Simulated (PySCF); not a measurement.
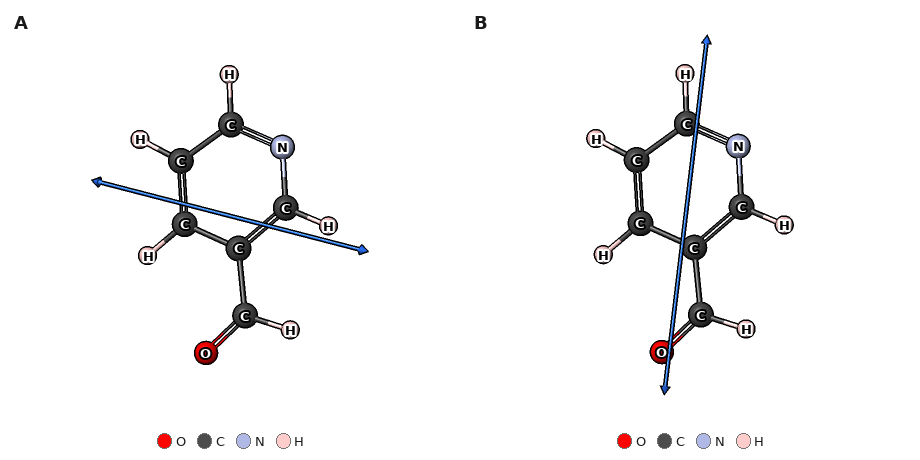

The double arrows show the directions of two transition dipoles from the ground state (lengths mean nothing). The geometry was computed by an optimisation with PBE0-D3(BJ)/def2-SVP. No frequency run is at hand to confirm it as a minimum. Level of theory: TDDFT CAM-B3LYP/def2-SVPD, vertical, gas phase, core orbitals frozen in the response (PySCF 2.14.0).

Question. One belongs to singlet state 7 and one to singlet state 8. Which is which?

Answer. A: state 7, 6.69 eV (185 nm), oscillator strength 0.25, mainly HOMO−1 → LUMO+1 (weight 0.63).
B: state 8, 7.14 eV (174 nm), oscillator strength 0.39, mainly HOMO−3 → LUMO+1 (weight 0.79).
